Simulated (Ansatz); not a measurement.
# Run report: ZrH3Cl2O3, nudged elastic band (part 2 of 2)

The same run, continued: ZrH3Cl2O3, multiplicity 2; UKS PBE/def2-SVP (Ansatz 0.2.0). The run did not end well. It belongs to a series of runs on one base structure; here: band between the two ends.

Geometry of the input (Å):
```
Zr -0.1026  -0.1591  0.6023
Cl -0.2191  1.7364  2.3777
O  1.6263  -0.5514  -0.1392
H  2.3152  -0.7219  -0.7964
O  -0.8938  1.0781  -0.6479
H  -1.3237  1.8322  -1.0731
O  -1.2689  -1.6826  0.4892
H  -1.7777  -2.4707  0.2581
Cl 0.5524  -0.7097  3.1069
```

Log, continued:
```
NEB iter  59: max|band force component| = 3.066e-1 eV/Å  barrier→ = 0.0480 eV  barrier← = 0.0487 eV  CI = image 3  Δτ_max = 0.1965 Å  (177 SCF iters)
the calculation of the forces begins
reference -32493.63689009 eV, -1194.1191307327 hartree; 37, 36 occupied and 87, 88 virtual orbitals, 1271 factors
these checks for a lower state are left out or cut short: starts, cluster_reference, orbital_swaps, neighbouring_geometries, increment
1271 factors; their error is unknown
mean field -32493.60837896 eV, -1194.1180829680 hartree, gradient 2.4e-5 eV, S^2 0.751523; 0 other end points of the search recorded, 0 dependent functions left out
the calculation of the forces begins
reference -32493.60846974 eV, -1194.1180863042 hartree; 37, 36 occupied and 87, 88 virtual orbitals, 1271 factors
NEB iter  60: max|band force component| = 5.462e-1 eV/Å  barrier→ = 0.0302 eV  barrier← = 0.0310 eV  CI = image 5  Δτ_max = 0.0999 Å  (181 SCF iters)
```

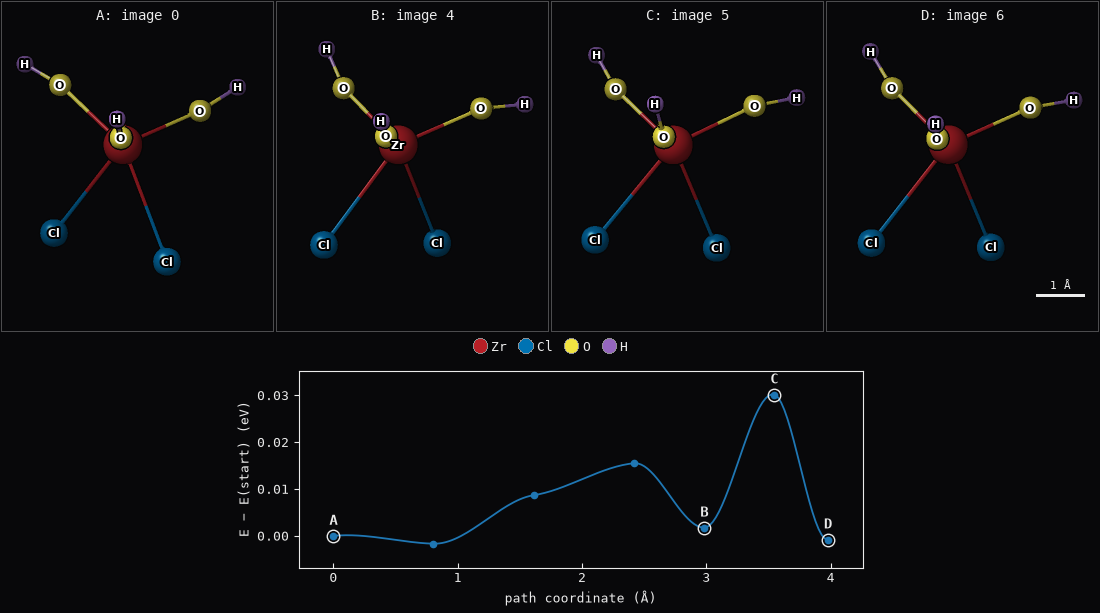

*Images of the last band (counted from 0; ball-and-stick, seen at a tilt) above the energy along the path; the line is a cubic interpolation that uses the forces.*

The highest image is number 5, 0.030 eV above the start and 0.031 eV above the end (the climbing image); the end lies 0.001 eV below the start. The path is 3.98 Å long. The band had not converged after 60 iterations.

```
Unfinished report: {"positions_ang":[[-0.0381566716802163,-0.14832967604577238,0.6387237123916282],[0.7233394751276722,1.7439747938237373,2.296848318658269],[1.7026536237418333,-0.5710669024142709,-0.12884718516107055],[2.1114043814149985,-0.6766597230156116,-1.0026673837919193],[-0.9158365958350865,1.1498166564560965,-0.4492629450742161],[-1.4988888036774766,1.6043337608219246,-1.0615999925486963],[-1.0509928720373485,-1.7619537735454947,0.30218415317924696],[-1.6277916226584723,-2.529054392932146,0.4127128677204001],[-0.49772991439590275,-0.4595617531484645,3.1694074546263593]],"unchecked":["starts","cluster_reference","orbital_swaps","neighbouring_geometries","increment"],"mean_field":{"relativity":"none","state":{"energy":{"ev":-32493.60846974318,"hartree":-1194.1180863041839},"converged":true,"gradient_ev":0.00002365231952659802,"stability":{"kind":"minimum","curvature_ev":5.682940750186345},"curvature_floor_ev":0.00030000000000000003,"spin_squared":0.7515232079002132},"others":[],"fillings":{"estimated":0,"unestimated":0,"tried":0,"untried":0,"excluded_magnetic_sites":0},"n_dropped_functions":0,"n_trapped_functions":0,"passes":{"evaluations":5,"products":33},"factors":{"origin":"density fitting in generated functions","count":1271,"bound_ev":null},"gradient_stop_ev":0.00009,"reference_kind":"stationary","functional":{"name":"PBE","citations":["Perdew, Burke & Ernzerhof, Phys. Rev. Lett. 77, 3865 (1996) doi:10.1103/PhysRevLett.77.3865"],"text":"name \"PBE\"\ncite \"Perdew, Burke & Ernzerhof, Phys. Rev. Lett. 77, 3865 (1996) doi:10.1103/PhysRevLett.77.3865\"\nparent pbe\nparameter kappa = 0.804\nparameter beta = 0.06672455060314922\nexchange = pbe_x(kappa = kappa, mu = beta*pi^2/3)\ncorrelation = pbe_c(beta = beta)\n","parameters":{"beta":{"value":0.06672455060314922,"default":0.06672455060314922},"kappa":{"value":0.804,"default":0.804}},"final_grid":{"core_spheres":13.0,"valence_spheres":11.0,"degree":36.0},"final_grid_parameter_source":"default","radial_points_factor":1.0,"radial_grid_error_ev":3.125828648923977e-7,"grid_sensitivity":"normal","grid_sensitivity_ratio":0.001870803151768979},"unsmoothed_excess_ev":-0.00009078213726010356,"symmetry":{"irreps":["A"],"axes":[[0.999706443490221,-0.023760051527498535,-0.00474202441411669],[0.023642209939970064,0.999443624252133,-0.023526322511505215],[0.005298372701862794,0.023407304269641792,0.9997119711964744]],"occupied":[{"A":37},{"A":36}]},"density_repulsion":{"missed_ev":0.000079761618174258,"excess_ev":0.00007976157966595034,"most_excess_ev":0.000949,"are_drawn_again":false,"n_first_factors":1271,"energy_change_ev":0.0,"n_dropped_ends":0},"direct_passes":"host"},"factors":{"origin":"density fitting in generated functions","count":1271,"bound_ev":null},"n_frozen":0,"n_occupied":[37,36],"n_virtual":[87,88],"reference":{"ev":-32493.60846974318,"hartree":-1194.1180863041839},"total":{"ev":-32493.60846974318,"hartree":-1194.1180863041839},"forces_ev_per_angstrom":[[0.24181861090821274,-0.3006616520865992,-0.043218631201747244],[0.08804067413714059,0.03209123420301451,0.07741440918525598],[-0.21167393970143125,0.10373009803722306,0.06532260754586454],[0.05323792260894043,-0.01658395330356099,0.05252138953531916],[0.035594939208761875,-0.022092997170389053,-0.016224208939087107],[-0.2185344945196187,0.16994192396799,-0.2264204992771779],[0.025780187059429676,0.10515392035116126,0.03851695519895349],[-0.02156953040911579,-0.02806636420081135,-0.0009020593189459535],[0.007305630721152395,-0.04351220979137905,0.05299003726626785]],"charge_distribution":{"dipole_moment_e_ang":[-0.31077166061360917,-0.1998229748937578,-0.6293934874102356],"mulliken_charges_e":[0.802046410291549,-0.1519707193439359,-0.3739981964773875,0.20453780517591325,-0.34695575722849803,0.19222435506987867,-0.3619265940924308,0.19083271316761174,-0.1547900165626217],"lowdin_charges_e":[-0.958928157261111,0.2756843373446216,0.11261803561353645,0.014221662763904908,0.14079943150042418,0.004677081016469575,0.12245888555304152,0.006697209143596172,0.28177151432553416]},"n_threads":4,"memory_gib":4.261363637633622,"seconds":{"hamiltonian":3.239004654,"orbitals":0.0,"second_order":0.0,"solver_start":0.0,"cycles":0.0,"cycle":0.0,"perturbative":0.0,"full_ci_increment":0.0,"forces":0.0}}
this run last wrote the band of iteration 60 to [file]
Error: NEB band did not converge after 60 iterations: max|band force component| = 5.46e-1 eV/Å (threshold 3.0e-2); raise `neb.max_iterations` in a new run, which can start from the last band evaluated (`neb.initial_path`, with `crystal.atoms` and `neb.final_atoms` set to its first and last images), add images, or start from endpoints closer to local minima. Where this run's directory can be resumed (`checkpoint.write`), a resume goes on for up to `neb.max_iterations` more; to start a new run from the last band, take its images' positions from the `neb_iteration` event of iteration 60 (`data.images[].positions_ang`), in the event stream of the run that computed that iteration (not this run's, if it was resumed behind it). With `checkpoint.write`, `steps/00-neb/state/checkpoint.json` in the run directory holds the last saved band, under `neb.evaluated.images[].positions_ang` (a band under a hybrid functional on support functions is neither saved nor resumed: `neb.initial_path` says where its path is): check the last entry of `neb.iterations` there, which is earlier than 60 if that iteration was not saved or its write failed. If the band's step has no `state` directory and holds `state.next`, a write was cut short, and the file is under `state.next` instead (behind a loss of power it can be under `state.prev`)
this run wrote the band of iteration 60 to [file] as well, whether or not its events were kept: a new run's `neb.initial_path` can list its `images[].positions_ang`
a run's events are kept only if it was started with --events-out <file>, and are in that file
```

The last band as extended XYZ (Å, eV, eV/Å):
```
9
Properties=species:S:1:pos:R:3:forces:R:3 image=0 energy=-32493.63856
Zr   -0.1026   -0.1591    0.6023   -0.0185   0.0223   0.0246
Cl   -0.2191    1.7364    2.3777   -0.0001   0.0018   0.0097
O     1.6263   -0.5514   -0.1392    0.0131  -0.0039  -0.0184
H     2.3152   -0.7219   -0.7964   -0.0074   0.0021   0.0067
O    -0.8938    1.0781   -0.6479   -0.0014  -0.0061  -0.0300
H    -1.3237    1.8322   -1.0731    0.0080  -0.0033   0.0074
O    -1.2689   -1.6826    0.4892   -0.0009  -0.0129  -0.0074
H    -1.7777   -2.4707    0.2581    0.0019   0.0065   0.0042
Cl    0.5524   -0.7097    3.1069    0.0053  -0.0065   0.0032
9
Properties=species:S:1:pos:R:3:forces:R:3 image=1 energy=-32493.64022
Zr   -0.1346   -0.1590    0.5691   -0.0052   0.0000  -0.0056
Cl    0.2508    1.8213    2.2363    0.0017  -0.0023   0.0006
O     1.6151   -0.5563   -0.1235   -0.0099   0.0126  -0.0133
H     2.2660   -0.6757   -0.8300    0.0049  -0.0065   0.0139
O    -0.9891    1.0770   -0.6418   -0.0042  -0.0044   0.0063
H    -1.3425    1.8947   -1.0179    0.0067  -0.0017  -0.0028
O    -1.2364   -1.7318    0.3494    0.0007   0.0043  -0.0008
H    -1.5854   -2.6175    0.5193    0.0012  -0.0004   0.0013
Cl    0.0641   -0.7011    3.1164    0.0041  -0.0016   0.0004
9
Properties=species:S:1:pos:R:3:forces:R:3 image=2 energy=-32493.62988
Zr   -0.1729   -0.1449    0.5606    0.0113   0.0962   0.0037
Cl    0.7493    1.8166    2.1249   -0.0119  -0.0398  -0.0135
O     1.5420   -0.5741   -0.1859   -0.0161   0.0118   0.0014
H     2.2702   -0.8150   -0.7734    0.0269   0.0043  -0.0194
O    -1.1675    1.1122   -0.5015    0.0034  -0.0349  -0.0120
H    -1.4841    1.8738   -1.0049    0.0084   0.0034  -0.0080
O    -1.2054   -1.7706    0.3406    0.0095   0.0117   0.0038
H    -1.3094   -2.7200    0.4964   -0.0312  -0.0324   0.0146
Cl   -0.3141   -0.4266    3.1205   -0.0003  -0.0204   0.0295
9
Properties=species:S:1:pos:R:3:forces:R:3 image=3 energy=-32493.62305
Zr   -0.1078   -0.2187    0.5478   -0.1268   0.1459  -0.1959
Cl    1.0501    1.5976    2.0507    0.0299   0.0055   0.0733
O     1.5293   -0.5654   -0.3980    0.0662  -0.0295   0.0004
H     2.3866   -0.5678   -0.8458   -0.0494  -0.0023   0.0221
O    -1.1929    1.0460   -0.4181    0.0404  -0.0402   0.0587
H    -1.4058    1.7621   -1.0332    0.0047  -0.0424   0.0013
O    -1.0713   -1.8967    0.4076   -0.0452  -0.1019   0.1273
H    -1.6712   -2.5650    0.7747    0.0573   0.0626  -0.0815
Cl   -0.6089   -0.2406    3.0916    0.0230   0.0024  -0.0056
9
Properties=species:S:1:pos:R:3:forces:R:3 image=4 energy=-32493.63680
Zr   -0.0706   -0.1195    0.5952   -0.0700   0.0112  -0.1172
Cl    1.0283    1.6043    2.2689    0.0102   0.0022  -0.0077
O     1.6078   -0.5157   -0.2580    0.0000   0.0234   0.0164
H     2.3154   -0.7498   -0.8729   -0.0008   0.0009   0.0121
O    -1.0732    1.1718   -0.4186    0.0484  -0.0154   0.0416
H    -1.6096    1.5474   -1.1303    0.0037  -0.0094   0.0004
O    -1.0529   -1.7630    0.3358    0.0102   0.0038   0.0608
H    -1.5705   -2.5554    0.5347   -0.0033   0.0026  -0.0159
Cl   -0.6666   -0.2688    3.1227    0.0015  -0.0193   0.0094
9
Properties=species:S:1:pos:R:3:forces:R:3 image=5 energy=-32493.60838
Zr   -0.0382   -0.1483    0.6387    0.2418  -0.3007  -0.0432
Cl    0.7233    1.7440    2.2968    0.0880   0.0321   0.0774
O     1.7027   -0.5711   -0.1288   -0.2117   0.1037   0.0653
H     2.1114   -0.6767   -1.0027    0.0532  -0.0166   0.0525
O    -0.9158    1.1498   -0.4493    0.0356  -0.0221  -0.0162
H    -1.4989    1.6043   -1.0616   -0.2185   0.1699  -0.2264
O    -1.0510   -1.7620    0.3022    0.0258   0.1052   0.0385
H    -1.6278   -2.5291    0.4127   -0.0216  -0.0281  -0.0009
Cl   -0.4977   -0.4596    3.1694    0.0073  -0.0435   0.0530
9
Properties=species:S:1:pos:R:3:forces:R:3 image=6 energy=-32493.63933
Zr   -0.0967   -0.1264    0.5920   -0.0011  -0.0006   0.0112
Cl    0.8248    1.6504    2.3326    0.0008  -0.0003  -0.0070
O     1.6243   -0.4391   -0.2031    0.0040   0.0031   0.0011
H     2.3414   -0.6787   -0.8050   -0.0018  -0.0011  -0.0024
O    -1.1011    1.1793   -0.3972   -0.0005   0.0050   0.0002
H    -1.5959    1.6574   -1.0758    0.0007  -0.0024  -0.0020
O    -1.0514   -1.7693    0.2589   -0.0006  -0.0017  -0.0047
H    -1.5450   -2.5955    0.3476    0.0002   0.0004  -0.0004
Cl   -0.4927   -0.5265    3.1276   -0.0018  -0.0023   0.0040
```
